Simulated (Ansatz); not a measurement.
# SiO+ (quartet): wB97M-V, B2PLYP, RPA-PBE over a scan of the distance Si1–O2, cc-pVDZ, part 2 of 2

Ansatz 0.2.0, Gaussian basis; cc-pVDZ, all electrons in the functionals, frozen cores in the correlation of double hybrids and RPA. The steps go on from the part before.

## 15. RPA-PBE, 1.714 Å

Input file in.yaml:

```yaml
crystal:
  periodic: [false, false, false]
  atoms:
    - {symbol: Si, position_ang: [0.000000, 0.000000, 0.000000]}
    - {symbol: O, position_ang: [0.000000, 0.000000, 1.713500]}
basis:
  gaussian: {orbitals: cc-pVDZ}
total_charge: 1
magnetization: {spin_polarized: true, initial_magnetization: 3}
hamiltonian: {xc: {name: PBE}}
correlation: {method: rpa, electrons: outside_noble_gas}
```

Run with:

```sh
ansatz run in.yaml --threads 1 --pin off --events-out ev --progress --plain --max-ram 2880MiB --backend cpu
```

Standard output (excerpt; [...] marks lines left out):

```text
Functional definition: PBE
  name "PBE"
  cite "Perdew, Burke & Ernzerhof, Phys. Rev. Lett. 77, 3865 (1996) doi:10.1103/PhysRevLett.77.3865"
  parent pbe
[...]
314 factors; integrals over basis functions are off by at most 6.0e-4 eV
[...]
mean field -9903.30328822 eV, -363.9396831419 hartree, gradient 9.0e-7 eV, S^2 3.754026; 10 other end points of the search recorded, 0 dependent functions left out
6 core orbitals not correlated: weight in the atoms' cores, before any rotation towards them, 1.000 or more for the frozen orbitals, at most 0.000 for the correlated occupied ones
reference -9886.15675082 eV, -363.3095595150 hartree; 6, 3 occupied and 20, 23 virtual orbitals, 314 factors
Total energy: -9895.17840705 eV, -363.6410992661 hartree
```

Wall time 2.5 s (1 thread of AMD EPYC 7R13, shared host).

From the report: ⟨S²⟩ of the determinant 3.754 (pure quartet: 3.75).

## 16. RPA-PBE, 1.869 Å

Changes to in.yaml since step 15:

```diff
@@ -4,3 +4,3 @@
     - {symbol: Si, position_ang: [0.000000, 0.000000, 0.000000]}
-    - {symbol: O, position_ang: [0.000000, 0.000000, 1.713500]}
+    - {symbol: O, position_ang: [0.000000, 0.000000, 1.869000]}
 basis:
```

Launched as before.

Standard output (excerpt; [...] marks lines left out):

```text
Functional definition: PBE
  name "PBE"
  cite "Perdew, Burke & Ernzerhof, Phys. Rev. Lett. 77, 3865 (1996) doi:10.1103/PhysRevLett.77.3865"
  parent pbe
[...]
314 factors; integrals over basis functions are off by at most 6.8e-4 eV
[...]
mean field -9903.33741420 eV, -363.9409372485 hartree, gradient 5.8e-6 eV, S^2 3.757060; 14 other end points of the search recorded, 0 dependent functions left out
6 core orbitals not correlated: weight in the atoms' cores, before any rotation towards them, 1.000 or more for the frozen orbitals, at most 0.000 for the correlated occupied ones
reference -9886.15277511 eV, -363.3094134102 hartree; 6, 3 occupied and 20, 23 virtual orbitals, 314 factors
Total energy: -9895.30725489 eV, -363.6458343369 hartree
```

Wall time 3.8 s (1 thread of AMD EPYC 7R13, shared host).

From the report: ⟨S²⟩ of the determinant 3.757 (pure quartet: 3.75).

From 1.714 Å: -3.0 kcal/mol.

## 17. RPA-PBE, 2.366 Å

Changes to in.yaml since step 16:

```diff
@@ -4,3 +4,3 @@
     - {symbol: Si, position_ang: [0.000000, 0.000000, 0.000000]}
-    - {symbol: O, position_ang: [0.000000, 0.000000, 1.869000]}
+    - {symbol: O, position_ang: [0.000000, 0.000000, 2.366000]}
 basis:
```

The command is unchanged.

Standard output (excerpt; [...] marks lines left out):

```text
Functional definition: PBE
  name "PBE"
  cite "Perdew, Burke & Ernzerhof, Phys. Rev. Lett. 77, 3865 (1996) doi:10.1103/PhysRevLett.77.3865"
  parent pbe
[...]
314 factors; integrals over basis functions are off by at most 8.9e-4 eV
[...]
mean field -9903.18354503 eV, -363.9352826610 hartree, gradient 2.2e-6 eV, S^2 3.761039; 15 other end points of the search recorded, 0 dependent functions left out
6 core orbitals not correlated: weight in the atoms' cores, before any rotation towards them, 1.000 or more for the frozen orbitals, at most 0.000 for the correlated occupied ones
reference -9887.48839693 eV, -363.3584966068 hartree; 6, 3 occupied and 20, 23 virtual orbitals, 314 factors
Total energy: -9895.73596821 eV, -363.6615892609 hartree
```

It took 3.7 s on 1 thread of AMD EPYC 7R13, shared host.

From the report: ⟨S²⟩ of the determinant 3.761 (pure quartet: 3.75).

From 1.714 Å: -12.9 kcal/mol.

## 18. RPA-PBE, 3.207 Å

Changes to in.yaml since step 17:

```diff
@@ -4,3 +4,3 @@
     - {symbol: Si, position_ang: [0.000000, 0.000000, 0.000000]}
-    - {symbol: O, position_ang: [0.000000, 0.000000, 2.366000]}
+    - {symbol: O, position_ang: [0.000000, 0.000000, 3.207000]}
 basis:
```

Launched as before.

Standard output (excerpt; [...] marks lines left out):

```text
Functional definition: PBE
  name "PBE"
  cite "Perdew, Burke & Ernzerhof, Phys. Rev. Lett. 77, 3865 (1996) doi:10.1103/PhysRevLett.77.3865"
  parent pbe
[...]
316 factors; integrals over basis functions are off by at most 9.0e-4 eV
[...]
mean field -9902.79474603 eV, -363.9209945614 hartree, gradient 6.2e-7 eV, S^2 3.768728; 12 other end points of the search recorded, 0 dependent functions left out
6 core orbitals not correlated: weight in the atoms' cores, before any rotation towards them, 1.000 or more for the frozen orbitals, at most 0.000 for the correlated occupied ones
reference -9887.25846118 eV, -363.3500466238 hartree; 6, 3 occupied and 20, 23 virtual orbitals, 316 factors
Total energy: -9895.49518184 eV, -363.6527405250 hartree
```

It took 4.4 s on 1 thread of AMD EPYC 7R13, shared host.

From the report: ⟨S²⟩ of the determinant 3.769 (pure quartet: 3.75).

From 1.714 Å: -7.3 kcal/mol.

## 19. RPA-PBE, 4.617 Å

Changes to in.yaml since step 18:

```diff
@@ -4,3 +4,3 @@
     - {symbol: Si, position_ang: [0.000000, 0.000000, 0.000000]}
-    - {symbol: O, position_ang: [0.000000, 0.000000, 3.207000]}
+    - {symbol: O, position_ang: [0.000000, 0.000000, 4.617000]}
 basis:
```

Launched as before.

Standard output (excerpt; [...] marks lines left out):

```text
Functional definition: PBE
  name "PBE"
  cite "Perdew, Burke & Ernzerhof, Phys. Rev. Lett. 77, 3865 (1996) doi:10.1103/PhysRevLett.77.3865"
  parent pbe
[...]
313 factors; integrals over basis functions are off by at most 9.5e-5 eV
[...]
mean field -9902.40113577 eV, -363.9065296510 hartree, gradient 6.3e-9 eV, S^2 3.838983; 21 other end points of the search recorded, 0 dependent functions left out
6 core orbitals not correlated: weight in the atoms' cores, before any rotation towards them, 1.000 or more for the frozen orbitals, at most 0.000 for the correlated occupied ones
reference -9886.72440215 eV, -363.3304203165 hartree; 6, 3 occupied and 20, 23 virtual orbitals, 313 factors
Total energy: -9895.33473929 eV, -363.6468443700 hartree
```

It took 8 s on 1 thread of AMD EPYC 7R13, shared host.

From the report: ⟨S²⟩ of the determinant 3.839 (pure quartet: 3.75).

From 1.714 Å: -3.6 kcal/mol.

## 20. The comparison

The yardstick is full CI for this spin, exact in this basis with these frozen cores. It comes from earlier runs at the same points. Energies in kcal/mol, counted from 1.714 Å; blanks weren't run or aren't comparable.

```tsv
level	1.539 Å	1.714 Å	1.869 Å	2.366 Å	3.207 Å	4.617 Å
FCI	17.9	0.0	-1.0	-5.7	0.1	6.5
wB97M-V	17.6	0.0	-1.6	-8.5	-0.8	7.2
B2PLYP	17.3	0.0	-0.4	-6.6	-0.1	7.1
RPA-PBE	20.3	0.0	-3.0	-12.9	-7.3	-3.6
```

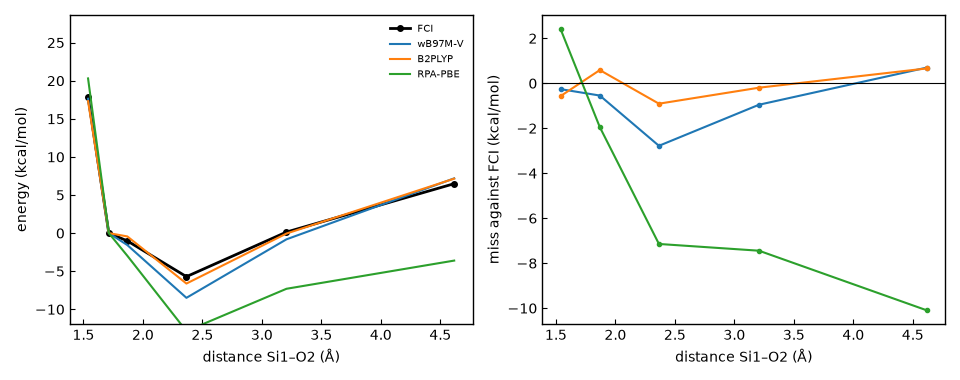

Left: the curves (the axis may cut off levels that run far away). Right: misses against FCI, in the same colours.

Largest miss and mean time a point (FCI took 51 s a point; shared hosts):

```tsv
level	largest miss (kcal/mol)	where	time a point
wB97M-V	-2.8	2.366 Å	6.3 s
B2PLYP	-0.9	2.366 Å	3 s
RPA-PBE	-10.1	4.617 Å	4 s
```

## 21. Outcome

This closing draws on all 2 parts.

```
             quantity                     value
span of the FCI curve             23.6 kcal/mol
largest miss, wB97M-V   -2.8 kcal/mol (2.366 Å)
 largest miss, B2PLYP   -0.9 kcal/mol (2.366 Å)
largest miss, RPA-PBE  -10.1 kcal/mol (4.617 Å)
```

In words: Of the functionals, B2PLYP keep the smallest largest miss at the points compared (at most 0.9 kcal/mol) and RPA-PBE strays most (10.1 kcal/mol, at 4.617 Å). Functionals and the yardstick converge differently with the basis, so part of each miss in cc-pVDZ is the basis.
